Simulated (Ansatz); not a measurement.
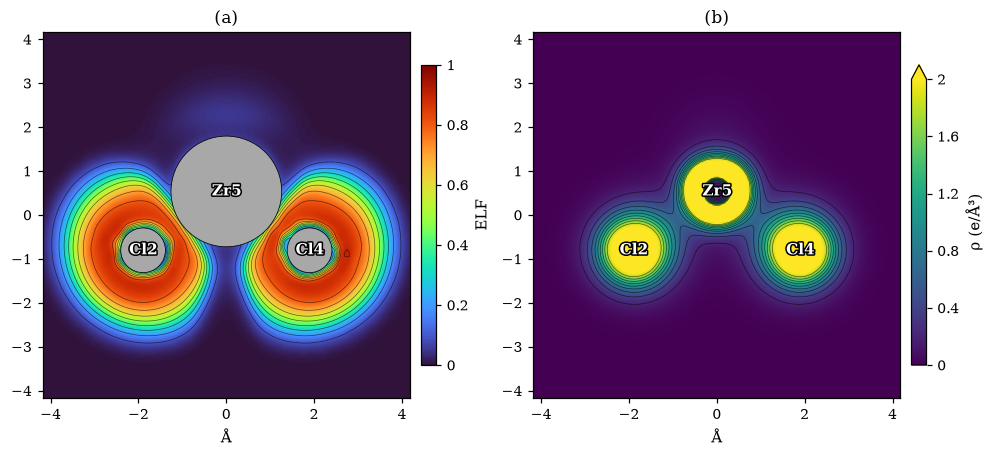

*Cl₄Zr (SMILES [Cl][Zr]([Cl])([Cl])[Cl]). (a) electron localisation function; (b) electron density on the plane of atoms Cl2, Zr5 and Cl4. Grey discs cover the atomic cores in the ELF map.*

Geometry: PBE0-D4/def2-SVP; core potentials replace the inner electrons of Zr.

Theory: isolated molecule in a Gaussian basis; Kohn-Sham density functional theory, functional PBE0 in Ansatz 0.2.0.

```yaml
atoms:
  - { symbol: Cl, position_ang: [-0.1102, -0.2313, 2.3072] }
  - { symbol: Cl, position_ang: [1.5490, -1.5027, -0.8553] }
  - { symbol: Cl, position_ang: [-2.0866, -0.4311, -0.9214] }
  - { symbol: Cl, position_ang: [0.6478, 2.1652, -0.5305] }
  - { symbol: Zr, position_ang: [0.0000, 0.0000, 0.0000] }
```

> What do the fields say about this system?

- Atoms in the plane: Cl and Zr.
- Zr–Cl (2.32 Å): the density is about 0.65 e/Å³ at the midpoint; the ELF peaks at about 0.85 in the valence shell of Cl, 0.8 Å from its nucleus, and is about 0.35 at the midpoint.
